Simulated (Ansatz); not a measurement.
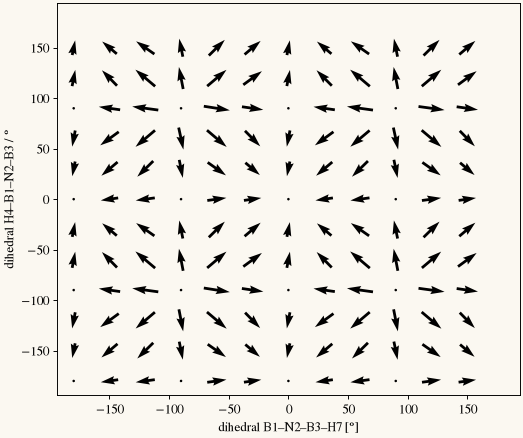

B2H5N, SMILES BNB. First axis: dihedral B1–N2–B3–H7. Second axis: dihedral H4–B1–N2–B3. Nothing is relaxed (all other coordinates rigid). The grid has 12 × 12 points; 43 points were computed and 101 follow by symmetry. Points are written as (first, second). Computed with Ansatz, RKS CAM-B3LYP-D4/def2-TZVP.

Drawn: arrows along the force (downhill), their lengths compressed.

**The arrows alone are given. Where are the wells?**

The arrows converge at (−180°, 0°); (−180°, −180°); (0°, 0°); (0°, −180°) (0.15 kJ/mol up) (read from the interpolated surface).

The energy map of the same scan:

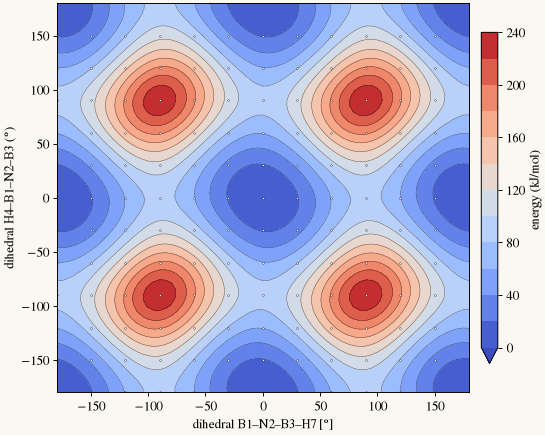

Energies are in kJ/mol, from the lowest grid point; between grid points the surface is interpolated.
